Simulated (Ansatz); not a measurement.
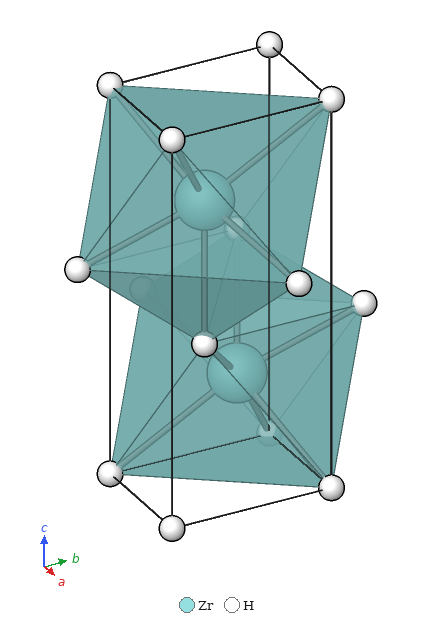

Crystal structure, polyhedral style, seen slightly off an axis. The conventional unit cell is drawn as a box. Some atoms of the next cells are drawn as well.

Zr2H3, space group P-3m1 (No. 164), a = 3.248 Å, b = 3.248 Å, c = 5.705 Å, α = 90.00°, β = 90.00°, γ = 120.00°. The initial geometry was a structure type filled with these elements by a generator (whether the compound takes this form wasn't checked). Earlier steps of the study may have refined or changed the cell and positions. It was the input of a calculation with Ansatz.

This one geometry was computed with Ansatz (DFT, plane waves, PAW) at three levels of theory: r2SCAN, PBEsol and PBE.

**Which level gives the highest pressure at this volume, and what does that say about its equilibrium volume?**

Highest: PBE (0.0 GPa), which points to the largest equilibrium volume. Lowest, with the smallest volume: PBEsol (-3.9 GPa). Levels within 0.5 GPa of each other can't be told apart.

**How does the band gap change with the level of theory?**

All levels give a metal.

**Collect the results in a table.**

| level | cutoff (eV) | k-mesh of the run's cell | gap (eV) | pressure (GPa) |
| --- | --- | --- | --- | --- |
| r2SCAN | 500 | 12×12×8 | metal | -0.5 |
| PBEsol | 420 | 12×12×8 | metal | -3.9 |
| PBE | 420 | 12×12×8 | metal | 0.0 |

Gaps are taken on the k-mesh or band path of each run.
